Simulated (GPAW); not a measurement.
Consider NiS2 (Pnnm).

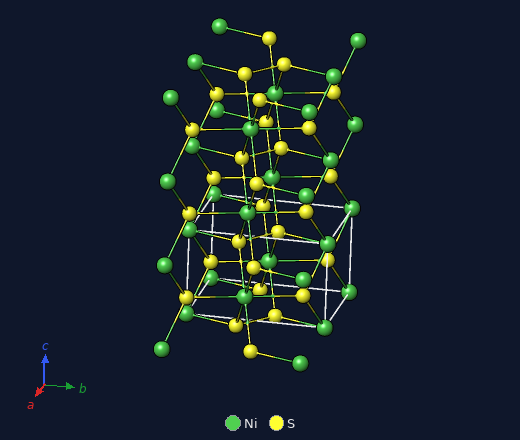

The structure (nickel green, sulfur yellow). 2×1×3 cells are drawn. Some periodic images of atoms are drawn too.

```xyz
6
Lattice="4.6123 0.0000 0.0000 0.0000 5.7034 0.0000 0.0000 0.0000 3.5642" Properties=species:S:1:pos:R:3 pbc="T T T"
Ni    0.0000    0.0000    0.0000
Ni    2.3061    2.8517    1.7821
S     1.4782    5.0761    1.7821
S     0.8279    2.2244    0.0000
S     3.7844    3.4790    0.0000
S     3.1340    0.6273    1.7821
```

Absorber: atom 1, with 2 S at 2.37 Å and 4 S at 2.40 Å (octahedral, site symmetry 2/m). Method: GPAW, LDA, excited-electron core hole (neutral cell), 12-atom cell with 5.8 Å between holes, 4×4×4 k points, dipole transitions, Gaussian full width 1.44 eV up to 4 eV, rising linearly to 3.5 eV at 25 eV.

**Question.** Predict the near-edge structure at the Ni K edge.

Main maxima up to 30 eV above the zero (height): 2.0 eV (0.14), 7.0 eV (1.88) and 18.9 eV (1.34). A K edge sees empty p states. The first eV above the zero hold little dipole weight, as the lowest empty bands are of d character; the main edge, of 4p character, rises through 0.6 near 5 eV above the zero. The total-energy difference is 8311.72 eV. The tabulated edge of the element is 8333 eV. The functional leaves an error in such absolute values: in the free atom LDA prices this hole 17.6 eV below PBE (computed apart), and PBE is itself good to a few eV.

The Ni K spectrum (energy from the lowest empty level; intensity scaled to a mean of 1 over the first 20 eV; polarised curves are means over the symmetry-equivalent atoms):

| E (eV) | isotropic | ε ∥ x | ε ∥ y | ε ∥ z |
| --- | --- | --- | --- | --- |
| -2.0 | 0.00 | 0.00 | 0.00 | 0.00 |
| -0.5 | 0.05 | 0.04 | 0.05 | 0.07 |
| 1.0 | 0.13 | 0.12 | 0.14 | 0.13 |
| 2.5 | 0.11 | 0.15 | 0.08 | 0.11 |
| 4.0 | 0.19 | 0.24 | 0.15 | 0.16 |
| 5.5 | 0.96 | 0.95 | 1.10 | 0.84 |
| 7.0 | 1.88 | 1.82 | 1.45 | 2.38 |
| 8.5 | 1.39 | 1.47 | 1.52 | 1.18 |
| 10.0 | 1.20 | 1.34 | 1.44 | 0.82 |
| 11.5 | 1.11 | 1.23 | 1.13 | 0.98 |
| 13.0 | 1.12 | 1.05 | 1.03 | 1.29 |
| 14.5 | 1.13 | 0.95 | 1.12 | 1.32 |
| 16.0 | 1.23 | 1.16 | 1.20 | 1.31 |
| 17.5 | 1.29 | 1.40 | 1.29 | 1.19 |
| 19.0 | 1.34 | 1.33 | 1.34 | 1.37 |
| 20.5 | 1.25 | 1.14 | 1.23 | 1.39 |
| 22.0 | 1.18 | 1.21 | 1.15 | 1.18 |
| 23.5 | 1.20 | 1.31 | 1.19 | 1.10 |
| 25.0 | 1.11 | 1.17 | 1.15 | 1.02 |
| 26.5 | 1.01 | 0.95 | 1.06 | 1.02 |
| 28.0 | 1.01 | 0.87 | 1.04 | 1.13 |
| 29.5 | 1.02 | 0.92 | 1.04 | 1.09 |
| 31.0 | 0.98 | 0.96 | 1.04 | 0.93 |

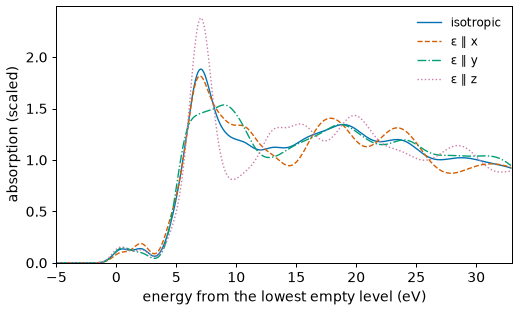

The Ni K edge.

The hole lies in one spin channel, while the script sums the empty states of both and takes the lower zero; where the two channels are split, this blurs and shifts the curve. The unit cell's mesh shows no gap over 0.35 eV. That is right for a metallic compound; for a small-gap or correlated insulator it would be the fault of the functional or of the assumed magnetic order, and the hole would be screened too well. Quadrupole 1s→3d transitions, which feed the pre-edge, are not in the dipole spectrum. The starting moments shrank to 0.00 μB or less, so this is hardly a magnetic state. The holes are only 5.8 Å apart, so the shape is probably not converged with cell size; no larger cell was run here. The mesh is coarse (0.31 Å⁻¹ between points), so small maxima may be mesh ripples. Lifetime broadening is put in by hand, and intensities beyond about 20 eV depend on it and on the partial waves. The structure is a computed Materials Project entry and may be a hypothetical form.

[Banner, clock and machine lines of the logs are left out without a mark of their own.]

[Logs are printed without paths, hosts, clocks, repeated set-up lines and the standing remarks that a program may print on its own settings, such as how far it seeks lower states.]

[Hosts, paths, dates, database ids (printed as entryN), source tags and the programs' standing remarks are cut or masked in the printed files.]

[Lists of maxima count a maximum above −3 eV only where it reaches 4 % of the highest in the window and stands out from its surroundings by 2 % of it (1.5 % where it reaches 55 %); shoulders and weaker maxima are passed over, and of the rest the first, up to two pre-edge ones and the few strongest are named.]
